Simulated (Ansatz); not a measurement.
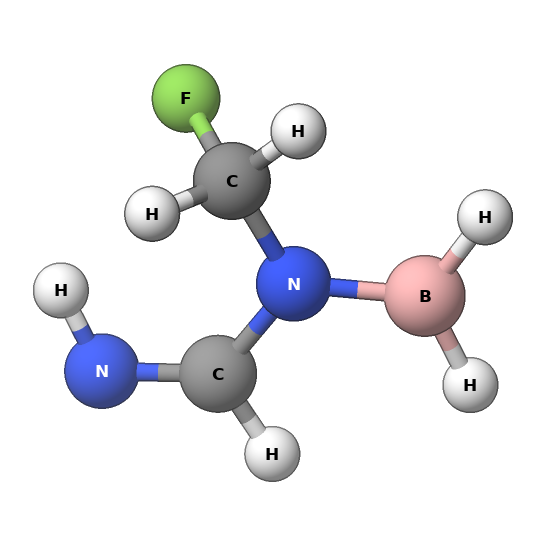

A ball-and-stick model of a molecule. Every bond is drawn as one stick, whatever its order.

Count the atoms of each element.

Answer. C₂H₆BFN₂, 12 atoms: 2 carbon, 6 hydrogen, 1 boron, 1 fluorine and 2 nitrogen.

Give a SMILES string for it.

Answer. [H]/N=C\N(B)CF

Name functional groups in it.

Answer. Among them: imine, C–F bond, B–H bond.

Count the bonded pairs by element.

Answer. 3 C–N, 3 C–H, 2 B–H, 1 B–N, 1 C–F, 1 N–H.

More results for the same structure follow; atom numbers are the same in all pictures, views and colours differ. The geometry was computed by an optimisation with PBE0-D4/def2-TZVP. No frequency run is at hand to confirm it as a minimum.

**Shape**

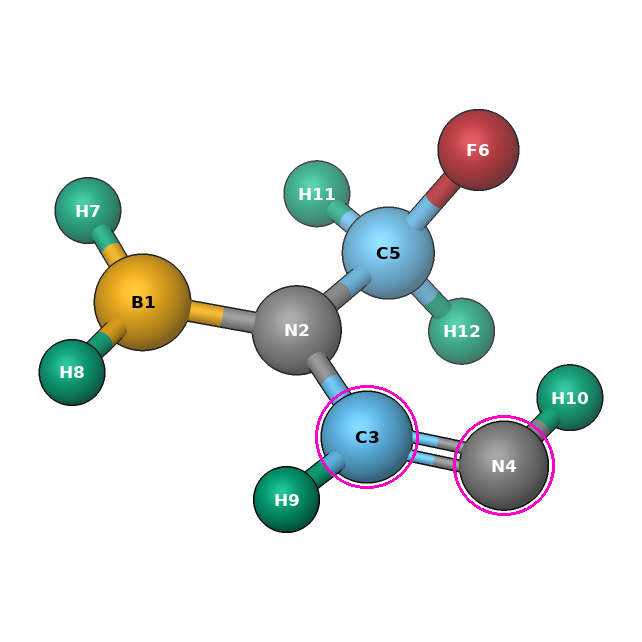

Depth is shown by fading: the farther an atom, the more it takes the colour of the background. Circles mark the stereogenic atoms. No frequency run is at hand to confirm it as a minimum.

Assign CIP descriptors.

Answer. C3=N4: Z.

**Levels of theory compared**

No frequency run is at hand to confirm it as a minimum. Program: Ansatz 0.2.0.

At this fixed geometry, give HOMO–LUMO gap (eV) at these levels: B3LYP-D4/def2-TZVPP; PBE-D4/def2-TZVPP; PBE0-D4/def2-TZVPP; r2SCAN-D4/def2-TZVPP; ωB97M-V/def2-TZVPP; ωB97X-V/def2-TZVPP.

```json
{"level": "B3LYP-D4/def2-TZVPP", "HOMO–LUMO gap (eV)": "6.55"}
{"level": "PBE-D4/def2-TZVPP", "HOMO–LUMO gap (eV)": "4.50"}
{"level": "PBE0-D4/def2-TZVPP", "HOMO–LUMO gap (eV)": "7.04"}
{"level": "r2SCAN-D4/def2-TZVPP", "HOMO–LUMO gap (eV)": "5.13"}
{"level": "ωB97M-V/def2-TZVPP", "HOMO–LUMO gap (eV)": "11.38"}
{"level": "ωB97X-V/def2-TZVPP", "HOMO–LUMO gap (eV)": "11.68"}
```

**Dipole moment**

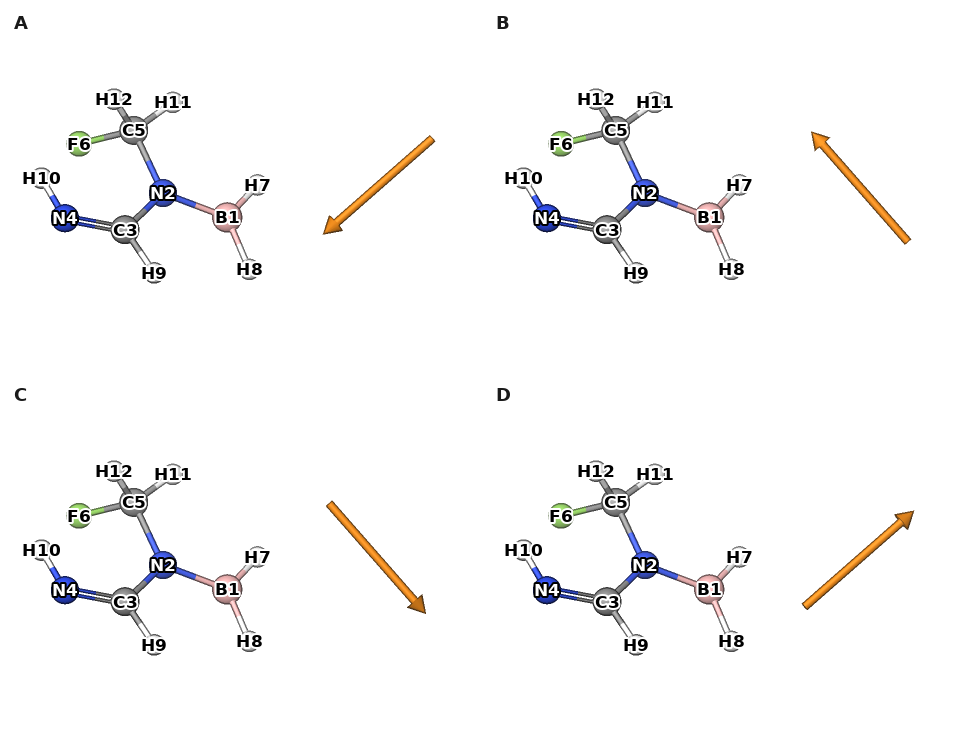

The same molecule four times, each with an arrow. No frequency run is at hand to confirm it as a minimum. Level of theory: RKS PBE0-D4/def2-TZVP (Ansatz 0.2.0).

Which arrow points along the dipole moment, from the negative to the positive end?

Answer. D. The dipole moment is 2.47 D; it points from the side of N4 to the side of H7 (the outermost atoms at the two ends).

**Charges**

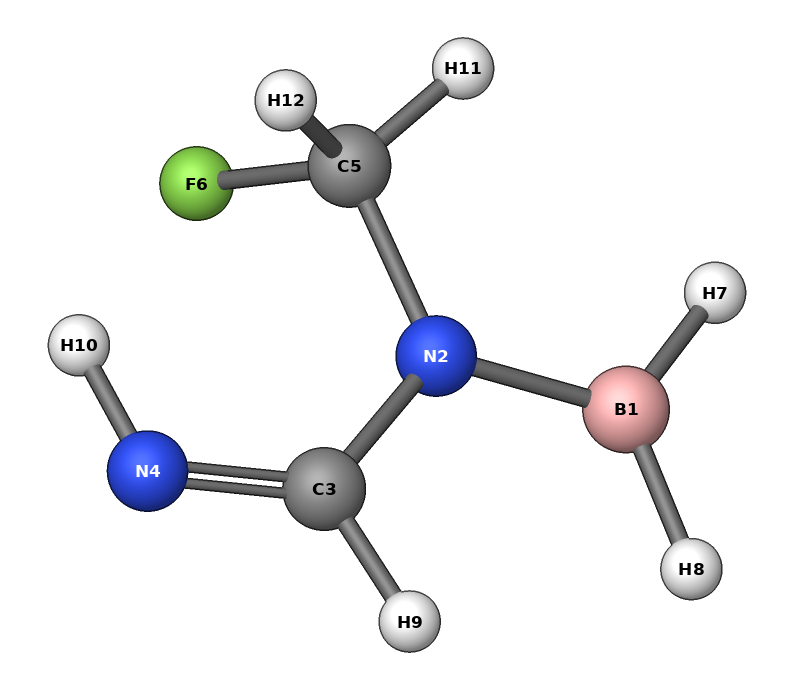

The questions are on Mulliken charges. No frequency run is at hand to confirm it as a minimum. Method: RKS r2SCAN-D4/def2-TZVPP (Ansatz 0.2.0).

Give the Mulliken charges atom by atom.

| atom | value (e) |
| --- | --- |
| B1 | −0.04 |
| N2 | −0.07 |
| C3 | 0.11 |
| N4 | −0.31 |
| C5 | 0.19 |
| F6 | −0.23 |
| H7 | −0.01 |
| H8 | 0.00 |
| H9 | 0.09 |
| H10 | 0.15 |
| H11 | 0.07 |
| H12 | 0.06 |

Mulliken values depend strongly on the basis set and can even reverse the polarity of a bond.
